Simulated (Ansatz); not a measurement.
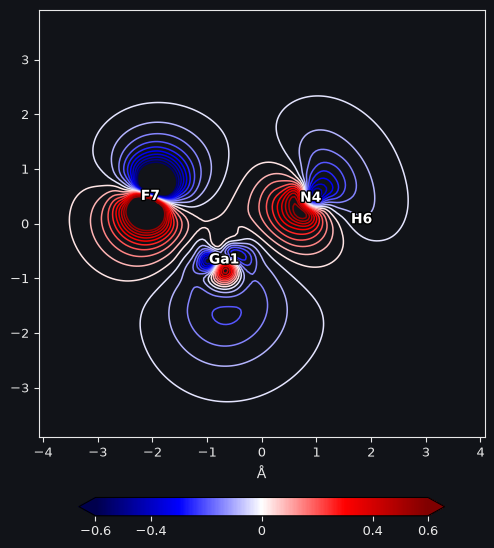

FGaH4N (doublet). The HOMO−1 (α) on the plane of atoms N4, Ga1 and F7 (values in Å⁻³ᐟ²; the overall sign is arbitrary).

These are results of Ansatz, UKS PBE0/def2-SVP, not measurements.

The calculation's input:

```
crystal:
  periodic: [false, false, false]
  atoms:
    - { symbol: Ga, position_ang: [0.123177, 0.187353, 0.371843] }
    - { symbol: H, position_ang: [-0.226837, -1.320385, 0.722778] }
    - { symbol: H, position_ang: [1.376982, 0.824259, -0.272677] }
    - { symbol: "N", position_ang: [-1.531612, 0.183344, -0.607386] }
    - { symbol: H, position_ang: [-2.398294, 0.001071, -0.097097] }
    - { symbol: H, position_ang: [-1.583068, -0.24126, -1.533585] }
    - { symbol: F, position_ang: [-0.332848, 0.365619, 2.066123] }
magnetization:
  spin_polarized: true
  initial_magnetization: 1
basis:
  gaussian: { orbitals: def2-SVP }
hamiltonian:
  xc: pbe0
relax:
  f_tol: 0.03
  max_steps: 50
output:
  orbitals: {}
```

Run with:

```sh
ansatz run input.yaml --threads 2 --pin off --max-ram 3072MiB --backend cpu --events-out ev --progress --plain --runs-dir out
```

The fields are those of the relaxed geometry.

Where does this orbital lie, and at what energy?

Answer. It lies mainly on F7 (about 45 %), Ga1 (about 20 %), H3 (about 15 %) and N4 (about 15 %). Its energy is −9.22 eV.
